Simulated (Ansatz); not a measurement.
## CH6Si: phonon calculation

System: CH6Si, SMILES C[SiH3].
Method: RKS PBE0-D4/def2-TZVP (Ansatz 0.2.0).

The geometry comes from this level: PBE0-D4/def2-TZVP. Figures and captions count atoms from 1; the log counts them from 0 in places.

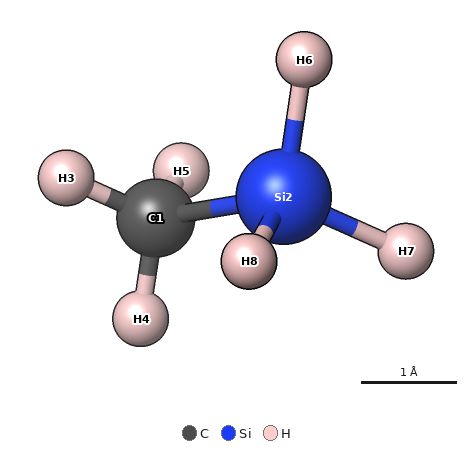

**Figure 1.** The structure as given in the input (ball-and-stick view, seen at a tilt; atoms are numbered from 1 in the order of the input).

### The input
```yaml
crystal:
  periodic: [false, false, false]
  atoms:
    - {symbol: C, position_ang: [-0.169989, 0.232649, -0.947362]}
    - {symbol: Si, position_ang: [0.173933, -0.221708, 0.834524]}
    - {symbol: H, position_ang: [-1.229034, 0.105715, -1.182287]}
    - {symbol: H, position_ang: [0.406739, -0.398799, -1.626717]}
    - {symbol: H, position_ang: [0.098484, 1.273513, -1.140750]}
    - {symbol: H, position_ang: [-0.614764, 0.638065, 1.758206]}
    - {symbol: H, position_ang: [1.616791, -0.045602, 1.153256]}
    - {symbol: H, position_ang: [-0.190161, -1.640832, 1.095229]}
basis:
  gaussian: {orbitals: def2-TZVP}
hamiltonian: {xc: pbe0, dispersion: d4}
phonons: {temperatures: {t_min: 298.15, t_max: 900, t_step: 200}}
```

Machine: 4 threads of Arm Neoverse V2, 23 GiB of memory available, shared host.

Launch command:
```bash
ansatz run in.yaml --threads 4 --pin off --events-out ev --progress --plain --max-ram 10444MiB
```

### The program's output
```
Functional definition: PBE0
  name "PBE0"
  cite "Adamo & Barone, J. Chem. Phys. 110, 6158 (1999) doi:10.1063/1.478522"
  cite "Perdew, Burke & Ernzerhof, Phys. Rev. Lett. 77, 3865 (1996) doi:10.1103/PhysRevLett.77.3865"
  parent pbe
  parameter a = 0.25
  parameter kappa = 0.804
  parameter beta = 0.06672455060314922
  exchange = (1 - a)*pbe_x(kappa = kappa, mu = beta*pi^2/3) + a*exact_x
  correlation = pbe_c(beta = beta)
712 factors; their error is unknown
mean field evaluation 1: about -9003.5065 eV, gradient 4.6e1 eV
mean field evaluation 2: about -9001.7103 eV, gradient 5.0e1 eV
mean field evaluation 4: about -9008.3028 eV, gradient 5.5e-1 eV
mean field evaluation 8: about -9008.3311 eV, gradient 1.3e-2 eV
mean field -9008.33112918 eV, -331.0500629313 hartree, gradient 3.8e-5 eV, S^2 0.000000; 0 other end points of the search recorded, 0 dependent functions left out
the calculation of the forces begins
reference -9008.33115785 eV, -331.0500639850 hartree; 13, 13 occupied and 91, 91 virtual orbitals, 712 factors
these checks for a lower state are left out or cut short: stability, starts, cluster_reference, orbital_swaps, neighbouring_geometries, increment
712 factors; their error is unknown
mean field evaluation 16: about -9008.3310 eV, gradient 5.9e-5 eV
mean field -9008.33097292 eV, -331.0500571888 hartree, gradient 2.1e-6 eV, S^2 0.000000; 0 other end points of the search recorded, 0 dependent functions left out
[... from here on the field's lines of each further geometry are left out, up to the last ...]
the calculation of the forces begins
reference -9008.33115495 eV, -331.0500638784 hartree; 13, 13 occupied and 91, 91 virtual orbitals, 712 factors
these checks for a lower state are left out or cut short: stability, starts, cluster_reference, orbital_swaps, neighbouring_geometries, increment
712 factors; their error is unknown
mean field -9008.33111609 eV, -331.0500624502 hartree, gradient 1.2e-6 eV, S^2 0.000000; 0 other end points of the search recorded, 0 dependent functions left out
the calculation of the forces begins
reference -9008.33114476 eV, -331.0500635039 hartree; 13, 13 occupied and 91, 91 virtual orbitals, 712 factors
Total energy: -9008.41546123 eV, -331.0531620770 hartree
Atom 0 at    -0.169989     0.232649    -0.947362 Å, force     0.000717    -0.001033     0.004509 eV/Å
Atom 1 at     0.173933    -0.221708     0.834524 Å, force    -0.000576     0.000691    -0.002682 eV/Å
Atom 2 at    -1.229034     0.105715    -1.182287 Å, force    -0.000245     0.000080    -0.001192 eV/Å
Atom 3 at     0.406739    -0.398799    -1.626717 Å, force     0.000065     0.000259    -0.001190 eV/Å
Atom 4 at     0.098484     1.273513    -1.140750 Å, force    -0.000316     0.000435    -0.001104 eV/Å
Atom 5 at    -0.614764     0.638065     1.758206 Å, force     0.000198    -0.000038     0.000621 eV/Å
Atom 6 at     1.616791    -0.045602     1.153256 Å, force     0.000179    -0.000250     0.000474 eV/Å
Atom 7 at    -0.190161    -1.640832     1.095229 Å, force    -0.000021    -0.000143     0.000564 eV/Å
Dipole moment:    -0.031811     0.042031    -0.164847 e Å
Vibrations: 197.96 514.33 514.35 706.77 879.58 879.59 935.62 951.79 951.79 1278.17 1452.40 1452.41 2219.76 2220.66 2220.66 3055.37 3141.37 3141.38 cm⁻¹, zero-point energy 1.656054 eV
```

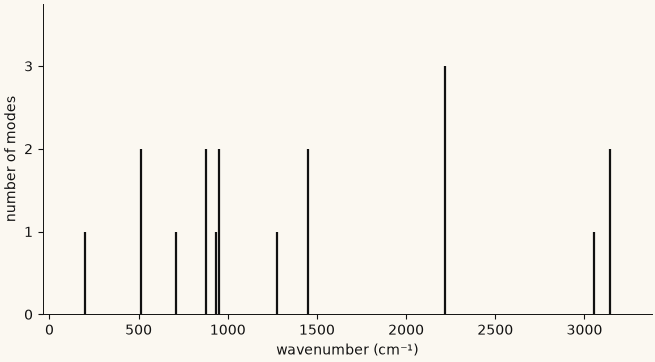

**Figure 2.** Harmonic vibrational wavenumbers from the force constants; neighbouring modes closer than 13 cm⁻¹ are counted in one stick. 18 modes from 198 to 3141 cm⁻¹, none imaginary.

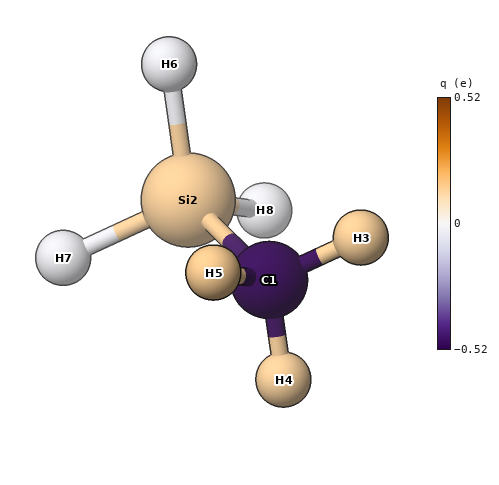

**Figure 3.** Mulliken charges, as the colour of each atom (ball-and-stick view, seen at an oblique angle; atoms are numbered from 1 in the order of the input). By element: C −0.50, Si +0.16 and H −0.03 to +0.14 e.

### Summary

```json
{"quantity": "outcome", "value": "converged"}
{"quantity": "total energy", "value": "−9008.4155 eV"}
{"quantity": "mean-field energy", "value": "−9008.3312 eV"}
{"quantity": "dispersion energy", "value": "−0.0843 eV"}
{"quantity": "largest force (length of the vector)", "value": "0.005 eV/Å"}
{"quantity": "dipole moment", "value": "0.83 D"}
{"quantity": "wall time", "value": "18 s (CPU time 61 s)"}
{"quantity": "peak memory", "value": "0.31 GiB"}
```
